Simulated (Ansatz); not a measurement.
**C2H6AlFS: density, localisation and related maps**

The calculation's input:

```
crystal:
  periodic: [false, false, false]
  atoms:
    - {symbol: C, position_ang: [-0.644854, 1.737601, 0.673963]}
    - {symbol: S, position_ang: [0.006237, 1.729212, -1.029756]}
    - {symbol: Al, position_ang: [0.566653, -0.351590, -1.251244]}
    - {symbol: C, position_ang: [0.347656, -1.711654, 0.114084]}
    - {symbol: F, position_ang: [1.220162, -0.745090, -2.715568]}
    - {symbol: H, position_ang: [-0.033643, 2.404031, 1.280824]}
    - {symbol: H, position_ang: [-0.639770, 0.745401, 1.123619]}
    - {symbol: H, position_ang: [-1.668350, 2.109073, 0.652412]}
    - {symbol: H, position_ang: [-0.702614, -1.839719, 0.391393]}
    - {symbol: H, position_ang: [0.894844, -1.460287, 1.027053]}
    - {symbol: H, position_ang: [0.718980, -2.673779, -0.246181]}
basis:
  gaussian: {orbitals: def2-TZVPP}
hamiltonian: {xc: pbe0, dispersion: d4}
output: {orbitals: {seedname: orbitals}}
```

Command:

```sh
ansatz run in.yaml --threads 4 --pin off --events-out ev --progress --plain --max-ram 10444MiB
```

Geometry: PBE0-D4/def2-TZVP.

Level of theory: RKS PBE0-D4/def2-TZVPP in Ansatz.

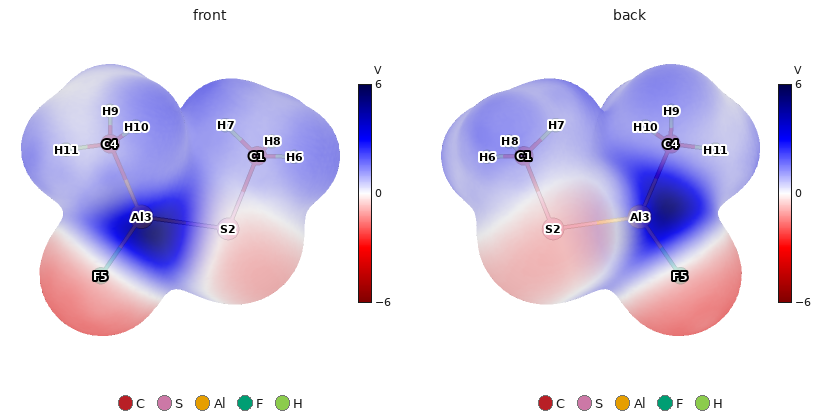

Figure 1. The electrostatic potential painted on the density surface at 0.004 e/bohr³, seen from the front and from behind; the colour scale runs from red (negative) to blue (positive).

**Which sites attract a positive test charge, and which a negative one?**

A positive charge is drawn to the negative regions and a negative charge to the positive ones. The most negative region (about −1.5 V, or −35 kcal/mol for a unit charge) lies over F5, the most positive (about +5.3 V, or +122 kcal/mol for a unit charge) over Al3.

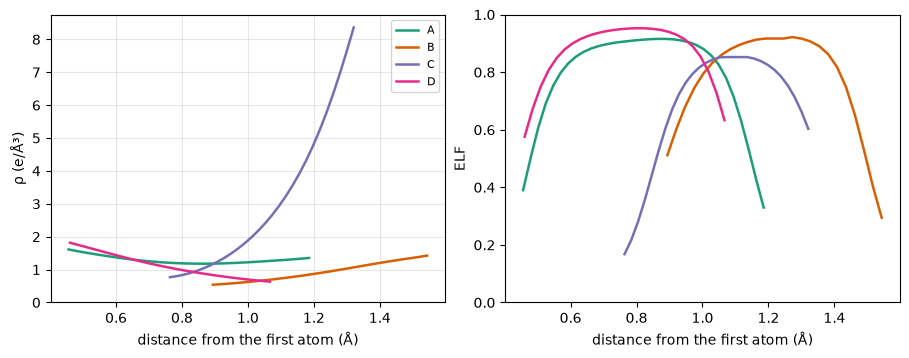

Figure 2. Total electron density and electron localisation function along straight lines between neighbouring atoms. The curves leave out the atomic cores.

**Which curve belongs to which contact (Al–F, Al–S, C–Al and C–S)? The first atom named is at distance zero.**

Curve A: C–S (1.82 Å): ρ at the midpoint is about 1.2 e/Å³; the ELF peaks at about 0.90 between the atoms; a shared electron pair. Curve B: Al–S (2.17 Å): ρ at the midpoint is about 0.71 e/Å³; the ELF peaks at about 0.90 in the valence shell of S, 0.9 Å from its nucleus, and is about 0.90 at the midpoint. Curve C: Al–F (1.65 Å): ρ at the midpoint is about 0.9 e/Å³; the ELF peaks at about 0.85 in the valence shell of F, 0.6 Å from its nucleus, and is about 0.35 at the midpoint. Curve D: C–Al (1.94 Å): ρ is about 0.73 e/Å³ halfway; the ELF peaks at about 0.95 between the atoms: a polar covalent bond.

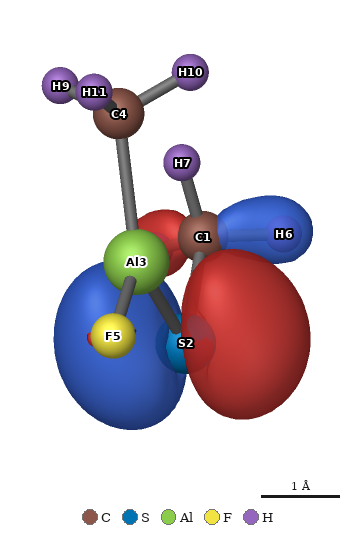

Figure 3. The HOMO at ±0.15 Å⁻³ᐟ² (blue and red are the two phases), seen at an oblique angle.

**Describe this orbital and give its energy.**

It lies mainly on S2 (about 75 %) and C1 (about 5 %); largely a lone pair of S2. Its energy is −7.20 eV.
